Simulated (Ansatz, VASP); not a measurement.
**W (Tungsten): VASP beside Ansatz**

Wanted: the spread between two codes on one cell, functional and k mesh. The cell comes out of earlier VASP steps on this material, which relaxed, scaled or displaced it; both programs get it as it stands.

Calculated with Ansatz 0.2.0; plane waves, with VASP 6.6.1 beside it; relaxation of cell and atoms at PBEsol, spin-orbit coupling.

**1. Starting point**

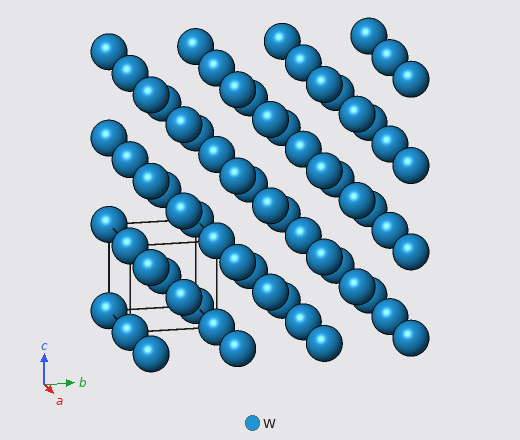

The starting structure, seen slightly off an axis (tungsten blue). 2×3×3 cells are drawn. This picture shows the conventional cell, with its axes. Some periodic images of atoms are drawn too.

Coordinates:

```cif
data_structure
_symmetry_space_group_name_H-M 'Im-3m'
_symmetry_Int_Tables_number 229
_cell_length_a 3.1438
_cell_length_b 3.1438
_cell_length_c 3.1438
_cell_angle_alpha 90.000
_cell_angle_beta 90.000
_cell_angle_gamma 90.000
_cell_volume 31.07
loop_
_atom_site_label
_atom_site_type_symbol
_atom_site_symmetry_multiplicity
_atom_site_Wyckoff_symbol
_atom_site_fract_x
_atom_site_fract_y
_atom_site_fract_z
_atom_site_occupancy
W1 W 2 a 0.00000 0.00000 0.00000 1
```

**2. VASP: relaxation of cell and atoms, PBEsol, spin-orbit coupling**

The relaxed volume is the usual yardstick between codes: its relative difference is about their pressure difference at one cell divided by the bulk modulus.

Lines of VASP's logs that name or quote its potential files are left out, and so is its time.

File INCAR:

```
SYSTEM = W
PREC = Accurate
ENCUT = 450
EDIFF = 1E-06
NELM = 100
ISMEAR = 1
SIGMA = 0.15
LREAL = .FALSE.
ALGO = Normal
GGA = PS
LNONCOLLINEAR = .TRUE.
MAGMOM = 0 0 0
NBANDS = 18
GGA_COMPAT = .FALSE.
LASPH = .TRUE.
LSORBIT = .TRUE.
LMAXMIX = 4
LORBIT = 11
LWAVE = .FALSE.
LCHARG = .FALSE.
KPAR = 8
IBRION = 2
NSW = 50
ISIF = 3
EDIFFG = -0.006
```

File POSCAR:

```
W
1.0
   -1.5719193875      1.5719193875      1.5719193875
    1.5719193875     -1.5719193875      1.5719193875
    1.5719193875      1.5719193875     -1.5719193875
W
1
Direct
    0.0000000000      0.0000000000      0.0000000000
```

File KPOINTS:

```
Automatic mesh
0
Gamma
16 16 16
0 0 0
```

The projector-augmented-wave data sets are W (PBE family, release 64).

Command:

```console
mpirun -np 8 vasp_ncl
```

Numbers of over 12 decimals in the logs are rounded to 6 here.

The log of the run:

```text
[banner, memory and clock lines left out]
running    8 mpi-ranks, on    1 nodes
 distrk:  each k-point on    1 cores,    8 groups
 distr:  one band on    1 cores,    1 groups

 POSCAR found type information on POSCAR W
 POSCAR found :  1 types and       1 ions
|                                                                             |
|           W    W    AA    RRRRR   N    N  II  N    N   GGGG   !!!           |
|           W    W   A  A   R    R  NN   N  II  NN   N  G    G  !!!           |
|           W    W  A    A  R    R  N N  N  II  N N  N  G       !!!           |
|           W WW W  AAAAAA  RRRRR   N  N N  II  N  N N  G  GGG   !            |
|           WW  WW  A    A  R   R   N   NN  II  N   NN  G    G                |
|           W    W  A    A  R    R  N    N  II  N    N   GGGG   !!!           |
|                                                                             |
|     For optimal performance we recommend to set                             |
|       NCORE = 2 up to number-of-cores-per-socket                            |
|     NCORE specifies how many cores store one orbital (NPAR=cpu/NCORE).      |
|     This setting can greatly improve the performance of VASP for DFT.       |
|     The default, NCORE=1 might be grossly inefficient on modern             |
|     multi-core architectures or massively parallel machines. Do your        |
|     Unfortunately you need to use the default for GW and RPA                |
|     calculations (for HF NCORE is supported but not extensively tested      |
|     yet).                                                                   |
|                                                                             |

|                                                                             |
|               ----> ADVICE to this user running VASP <----                  |
|                                                                             |
|     You enforced a specific xc type in the INCAR file but a different       |
|     [... a line on the potential file left out ...]
|     I HOPE YOU KNOW WHAT YOU ARE DOING!                                     |
|                                                                             |

 LDA part: xc-table for (Slater+PW92), standard interpolation
 POSCAR, INCAR and KPOINTS ok, starting setup
 FFT: planning ... GRIDC
 FFT: planning ... GRID_SOFT
 FFT: planning ... GRID
 WAVECAR not read
 entering main loop
       N       E                     dE             d eps       ncg     rms          rms(c)
DAV:   1     0.126839572446E+02    0.12684E+02   -0.23552E+03  5228   0.518E+02
DAV:   2    -0.139752831905E+02   -0.26659E+02   -0.24227E+02  6042   0.158E+02
DAV:   3    -0.148102280009E+02   -0.83494E+00   -0.82046E+00  6400   0.225E+01
DAV:   4    -0.148137962897E+02   -0.35683E-02   -0.35667E-02  5854   0.159E+00
DAV:   5    -0.148138115887E+02   -0.15299E-04   -0.15298E-04  6050   0.103E-01    0.219E+01
DAV:   6    -0.143151740832E+02    0.49864E+00   -0.20699E-01  5790   0.384E+00    0.109E+01
DAV:   7    -0.141151377191E+02    0.20004E+00   -0.21887E-01  6016   0.389E+00    0.300E+00
DAV:   8    -0.141133633438E+02    0.17744E-02   -0.30930E-03  5804   0.494E-01    0.259E-01
DAV:   9    -0.141123523606E+02    0.10110E-02   -0.27658E-04  5910   0.110E-01    0.136E-01
DAV:  10    -0.141121514499E+02    0.20091E-03   -0.18774E-04  5874   0.792E-02    0.292E-02
DAV:  11    -0.141121524979E+02   -0.10480E-05   -0.18387E-06  5980   0.117E-02    0.137E-02
DAV:  12    -0.141121526339E+02   -0.13599E-06   -0.71512E-07  4666   0.639E-03
   1 F= -.14112153E+02 E0= -.14111719E+02  d E =-.141122E+02  mag=    -0.0000     0.0000    -0.0000
 curvature:   0.00 expect dE= 0.000E+00 dE for cont linesearch  0.000E+00
 trial: gam= 0.00000 g(F)=  0.202E-64 g(S)=  0.520E-05 ort = 0.000E+00 (trialstep = 0.100E+01)
 search vector abs. value=  0.520E-05
 reached required accuracy - stopping structural energy minimisation
```

From OUTCAR (step 2):

```text
ion  position               nearest neighbor table
   1  0.000  0.000  0.000-

  LATTYP: Found a body centered cubic cell.
 ALAT       =     3.1438387750

 Subroutine GETGRP returns: Found 48 space group operations
 (whereof 48 operations were pure point group operations)

The static configuration has the point symmetry O_h .

 Found    145 irreducible k-points:

   k-points           NKPTS =    145   k-points in BZ     NKDIM =    145   number of bands    NBANDS=     18

   dimension x,y,z NGX =    20 NGY =   20 NGZ =   20
   dimension x,y,z NGXF=    40 NGYF=   40 NGZF=   40

   ENCUT  =  450.0 eV  33.07 Ry    5.75 a.u.   4.71  4.71  4.71*2*pi/ulx,y,z

   NELECT =       6.0000    total number of electrons

 k-points in reciprocal lattice and weights: Automatic mesh
   0.00000000  0.00000000  0.00000000       0.000
   0.06250000  0.00000000  0.00000000       0.003
   0.12500000  0.00000000  0.00000000       0.003
   0.18750000  0.00000000  0.00000000       0.003
   0.25000000  0.00000000  0.00000000       0.003
   0.31250000  0.00000000  0.00000000       0.003
   0.37500000  0.00000000  0.00000000       0.003
   0.43750000  0.00000000  0.00000000       0.003
   0.50000000  0.00000000  0.00000000       0.001
[...]
0.50000000  0.50000000  0.43750000       0.003
   0.50000000  0.50000000  0.50000000       0.000

 average (electrostatic) potential at core
       1 -37.3969

 E-fermi :   7.9434

 k-point     1 :       0.0000    0.0000    0.0000
  band No.  band energies     occupation
    ...
      4       6.4066      1.00000
      5       6.4066      1.00000
      6       6.4066      1.00000
      7       6.9111      1.00000
      8       6.9111      1.00000
      9      10.1937     -0.00000
     10      10.1937     -0.00000
     11      10.1937     -0.00000
     12      10.1937     -0.00000
     13      23.2107      0.00000
    ...

 k-point     2 :       0.0625    0.0000    0.0000
  band No.  band energies     occupation
    ...
      4       6.3385      1.00000
      5       6.4633      1.00000
      6       6.4633      1.00000
      7       6.9665      1.00000
      8       6.9665      1.00000
      9      10.0074     -0.00000
     10      10.0074     -0.00000
     11      10.1985     -0.00000
     12      10.1985     -0.00000
     13      23.3750      0.00000
    ...

 k-point     3 :       0.1250    0.0000    0.0000
  band No.  band energies     occupation
    ...
      4       6.0903      1.00000
      5       6.3949      1.00000
      6       6.3949      1.00000
      7       7.4015      1.00000
      8       7.4015      1.00000
      9       9.6409     -0.00000
     10       9.6409     -0.00000
     11      10.2248     -0.00000
     12      10.2248     -0.00000
     13      23.7543      0.00000
    ...

  Total        0.0059964      0.0059964      0.0059964      0.0000000      0.0000000     -0.0000000
  in kB        0.6183742      0.6183742      0.6183742      0.0000000      0.0000000     -0.0000000
  external PRESSURE =       0.6183742 kB  Pullay stress =       0.0000000 kB

  energy-cutoff  :      450.00
  volume of cell :       15.54
      direct lattice vectors                 reciprocal lattice vectors
    -1.571919387  1.571919387  1.571919387     0.000000000  0.318082469  0.318082469
     1.571919387 -1.571919387  1.571919387     0.318082469  0.000000000  0.318082469
     1.571919387  1.571919387 -1.571919387     0.318082469  0.318082469  0.000000000

 POSITION                                       TOTAL-FORCE (eV/Angst)
 -----------------------------------------------------------------------------------
      0.00000      0.00000      0.00000         0.000000     -0.000000     -0.000000
 -----------------------------------------------------------------------------------
    total drift:                                0.000000     -0.000000     -0.000000

  FREE ENERGIE OF THE ION-ELECTRON SYSTEM (eV)
  ---------------------------------------------------
  free  energy   TOTEN  =       -14.1121526339 eV

  energy  without entropy=      -14.1108517429  energy(sigma->0) =      -14.11171900

 reached required accuracy - stopping structural energy minimisation

 Spin-Orbit-Coupling matrix elements
 Ion:    1  E_soc:     -0.4528507

 total charge
# of ion       s       p       d       tot
------------------------------------------
    1        0.680   0.748   4.210   5.638

 magnetization (x)
# of ion       s       p       d       tot
------------------------------------------
    1       -0.000   0.000   0.000  -0.000

 magnetization (y)
# of ion       s       p       d       tot
------------------------------------------
    1       -0.000   0.000   0.000  -0.000

 magnetization (z)
# of ion       s       p       d       tot
------------------------------------------
    1        0.000  -0.000  -0.000   0.000

[... 3 further parts left out ...]
```

(Continued in part 2 of 2.)

[Lines on the potential files, build, host, timing and source positions are cut from VASP's logs without a mark.]

[Logs are printed without paths, hosts, clocks, repeated set-up lines and the standing remarks that a program may print on its own settings, such as how far it seeks lower states.]

[Hosts, paths, dates, database ids (printed as entryN), source tags and the programs' standing remarks are cut or masked in the printed files.]
